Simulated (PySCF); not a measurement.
C₄H₈F₃NSi

```xyz
17

C    -2.2528    0.1086   -0.5513
N    -1.4876   -0.3593    0.5907
C    -0.1247   -0.6749    0.2767
Si    1.1336   -0.5455    1.6953
C     0.8124    0.5471    0.1704
F     0.2054    1.7744    0.3212
C     1.7423    0.6114   -1.0132
F     2.9314    1.1813   -0.6767
F     2.0566   -0.6305   -1.4550
H    -1.8206    1.0434   -0.9039
H    -3.2757    0.2990   -0.2331
H    -2.2641   -0.6092   -1.3856
H    -1.9410   -1.1679    1.0040
H     0.0194   -1.3915   -0.5408
H     0.6048    0.0055    2.9215
H     2.3239   -1.3673    1.6272
H     1.3296    1.1874   -1.8573
```

Geometry: GFN2-xTB.

All numbers below come from PySCF, PBE0/pcSseg-1, SCF density, gas phase, non-relativistic.

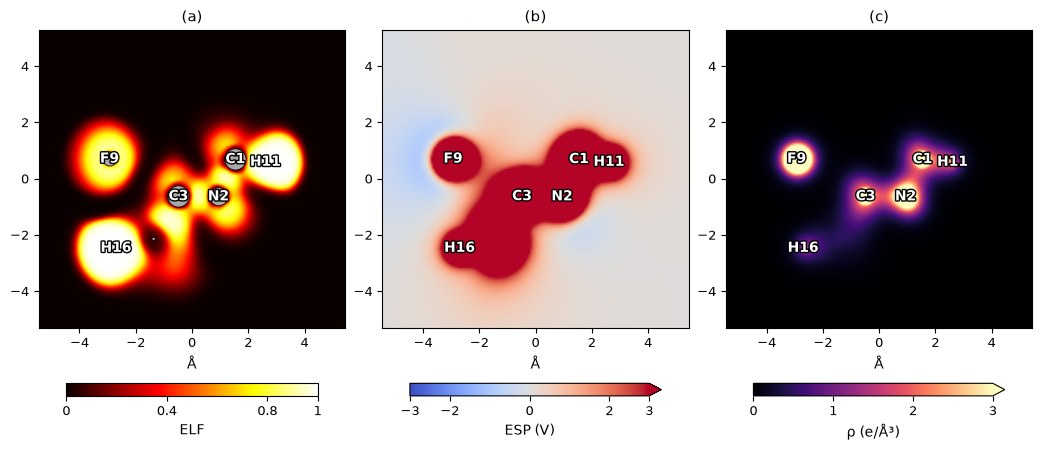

Figure 1. (a) electron localisation function; (b) molecular electrostatic potential; (c) total electron density on the plane of atoms N2, C1 and H11. Grey discs cover the atomic cores in the ELF map.

**What does the map show?**

- The plane passes through C, N, F and H nuclei.
- C–N (1.43 Å): ρ at the midpoint is about 2 e/Å³; the ELF peaks at about 0.95 between the atoms, as expected for a shared electron pair.
- C–H (1.09 Å): ρ at the midpoint is about 2 e/Å³; the ELF climbs to about 1 towards the hydrogen, as it does in any bond to H; an ordinary covalent bond to hydrogen.
- The ELF also peaks beside F9, away from the bonds: lone-pair regions.
- Outside the dense part of the molecule the potential is most negative (−0.8 V) near F9.

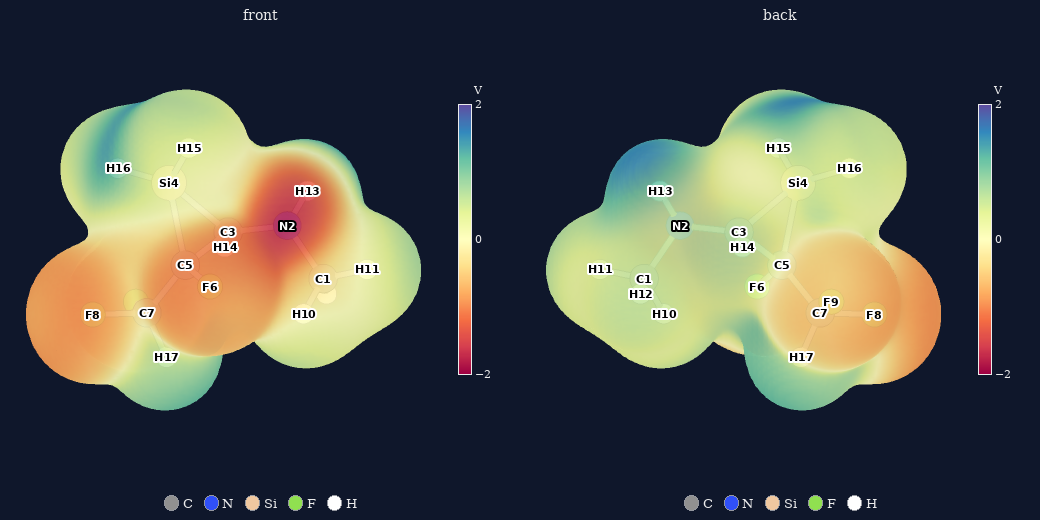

Figure 2. The electrostatic potential painted on the density surface at 0.002 e/bohr³, seen from the front and from behind; the colour scale runs from red (negative) to blue (positive).

**Which sites attract a positive test charge, and which a negative one?**

A positive charge is drawn to the negative regions and a negative charge to the positive ones. The most negative region (about −1.6 V) lies over N2, the most positive (about +1.6 V) over Si4 and H13. N2 is the likeliest acceptor of a hydrogen bond.
